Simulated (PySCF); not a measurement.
C4H9BF2Si (SMILES C=C[SiH2]CCB(F)F)

```tsv
atom	x (Å)	y (Å)	z (Å)
C	-3.3902	0.2753	0.1655
C	-2.1965	0.0834	0.7039
Si	-0.5683	0.6393	-0.0582
C	0.5533	-0.8908	-0.2412
C	1.9650	-0.5164	-0.7101
B	2.7830	0.3142	0.3478
F	3.8129	1.0756	0.0280
F	2.5314	0.2924	1.6419
H	-3.5073	0.7750	-0.7824
H	-4.3033	-0.0560	0.6370
H	-2.1464	-0.4239	1.6611
H	0.0707	1.6364	0.8099
H	-0.7920	1.2224	-1.3893
H	0.1157	-1.5959	-0.9504
H	0.6260	-1.4141	0.7131
H	2.5274	-1.4316	-0.9304
H	1.9114	0.0268	-1.6561
```

Geometry: GFN2-xTB.

The calculation used PySCF 2.14.0, PBE0/pcSseg-1, SCF density, gas phase, non-relativistic.

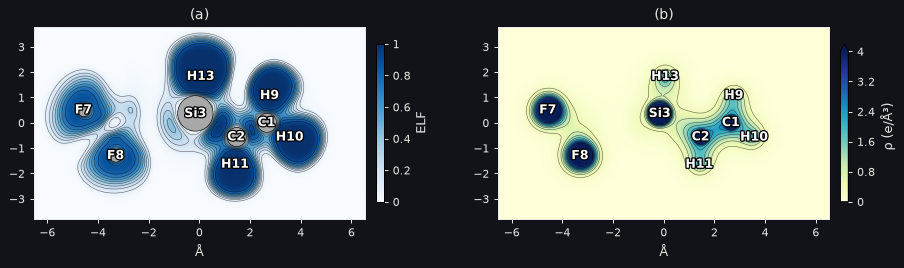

Figure 1. (a) ELF; (b) electron density on the plane of atoms C2, Si3 and H13. Grey discs cover the atomic cores in the ELF map.

Read the bonding off the picture.

Answer. The section cuts through C, Si, F and H sites.
C–C (1.32 Å): the density is about 2.3 e/Å³ at the midpoint; the ELF peaks at about 0.95 between the atoms (a short, multiple covalent bond).
C–Si (1.88 Å): the density is about 0.94 e/Å³ at the midpoint; the ELF peaks at about 0.95 between the atoms (localised, covalent bonding).
C–H (1.08 Å): the density is about 2 e/Å³ at the midpoint; the ELF climbs to about 1 towards the hydrogen, as it does in any bond to H (an ordinary covalent bond to hydrogen).
Si–H (1.47 Å): the density is about 0.79 e/Å³ at the midpoint; the ELF climbs to about 1 towards the hydrogen.
The ELF also peaks beside F8 and F7, away from the bonds: lone-pair regions.

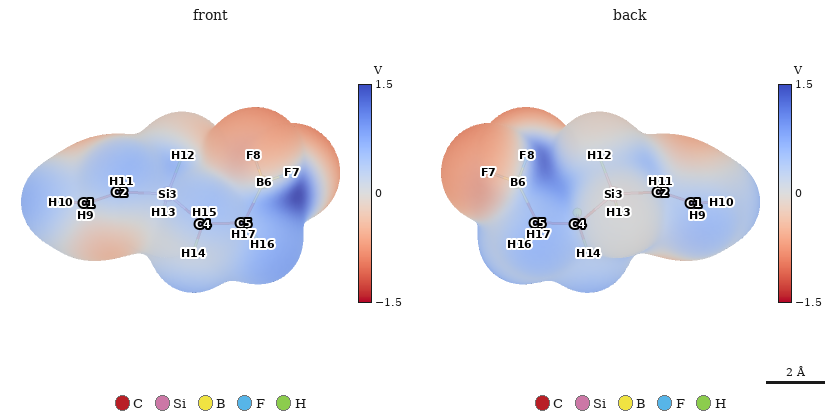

Figure 2. The molecular electrostatic potential painted on the density surface at 0.001 e/bohr³, seen from the front and from behind; the colour scale runs from red (negative) to blue (positive).

Describe the electrostatic potential map.

Answer. The most negative region (about −0.8 V) lies over F7 and F8, the most positive (about +1.3 V) over B6.

What dipole moment does the calculation give?

Answer. Its dipole moment is 2.10 D.
